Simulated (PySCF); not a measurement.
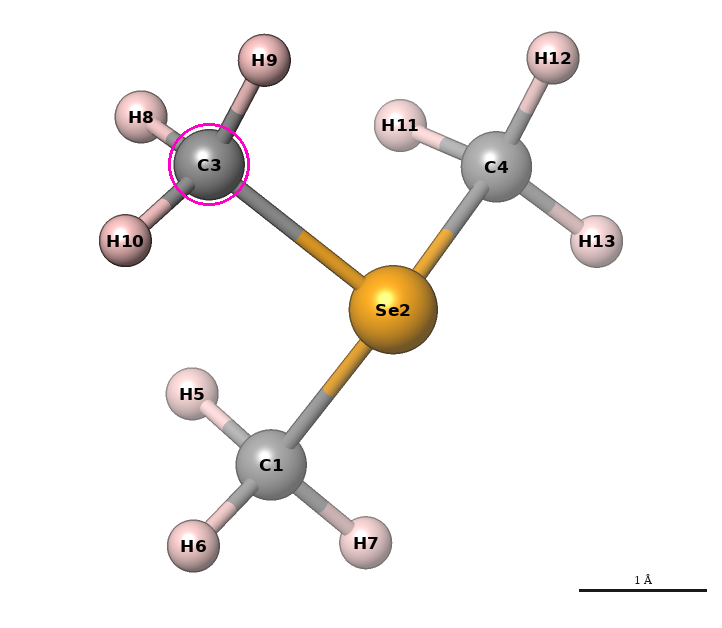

Orthographic view. Depth is shown by fading: the farther an atom, the more it takes the colour of the background. The species has charge +1 and is a spin singlet. The computed structure is the end point of a PBE0-D3(BJ)/def2-SVP optimisation. No frequency run is at hand to confirm it as a minimum.

Which atoms are bonded to the circled atom?

The circled atom is C3; it is bonded to Se2, H8, H9, H10.

What is the shortest path along bonds from the circled atom to H5?

C3–Se2–C1–H5, 3 bonds; through space the two are 3.01 Å apart.

Of C1 and H5, which is nearer the viewer?

C1; the bond to H5 points away from the viewer, so it looks shorter than its 1.10 Å.
